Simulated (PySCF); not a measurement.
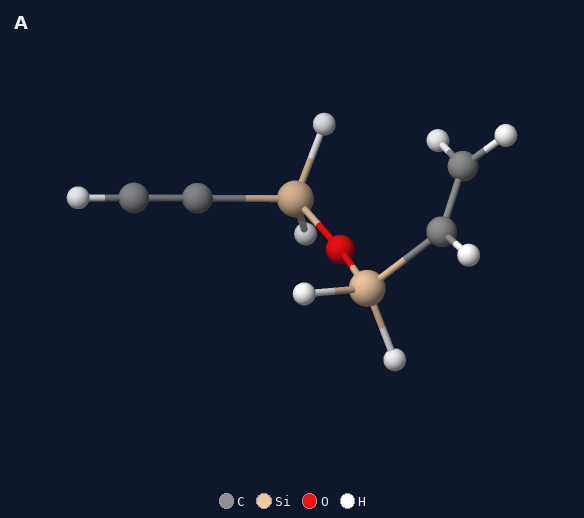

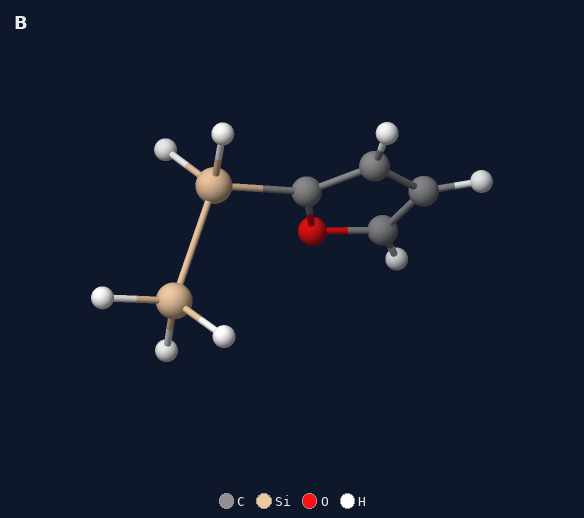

2 stationary structures of one formula. Geometries: GFN2-xTB. Electronic energies: ωB97X-D/def2-SVPD (PySCF 2.14.0), without zero-point energy. No frequency run is at hand to confirm each as a minimum. Each is one conformer, not always the lowest.

Question: How are they related?

Answer: They are constitutional isomers of C4H8OSi2: A `C#C[SiH2]O[SiH2]C=C`, B `[SiH3][SiH2]c1ccco1`.

Question: Rank them by energy, lowest first.

Answer: A is lowest; B lies 0.384 eV above it.

The geometry is semi-empirical. Around Si such bond lengths and angles can be off by a tenth of an ångström or more and by several degrees, and values that hang on the shape move with them.
